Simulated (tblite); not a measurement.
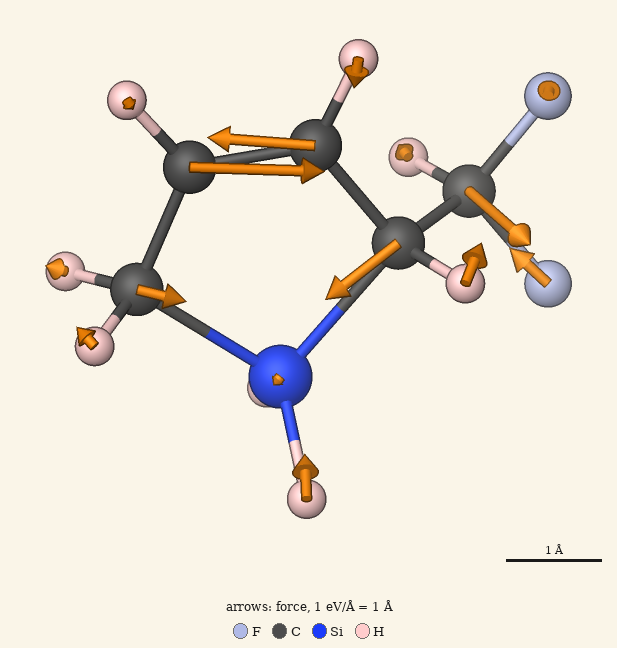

Starting geometry of C5H8F2Si with the computed forces as orange arrows. The picture is a ball-and-stick view, seen at a tilt.

Computed with GFN2-xTB geometry optimisation, gas phase (tblite 0.8.0). 

What follows when this structure is relaxed?

It isn't relaxed: the largest force vector, on a C atom, is 1.45 eV/Å. The final displacements have little in common with the starting forces (cosine between the two patterns 0.26). The largest moves after the best rigid fit, 0.20 Å, are those of F and H atoms. By element the largest moves are H 0.20 Å, F 0.20 Å, C 0.06 Å, Si 0.02 Å. Among the contacts that change: H–Si 1.496 → 1.462 Å, C–C 1.349 → 1.321 Å, C–Si 1.939 → 1.920 Å, C–F 1.380 → 1.361 Å. Bond angles that change, for instance: Si–C–H 107.2° → 112.7°, C–C–H 110.8° → 106.6°, C–C–C 113.6° → 110.5°. Over 56 geometry steps the energy falls by 13.1 kJ/mol.
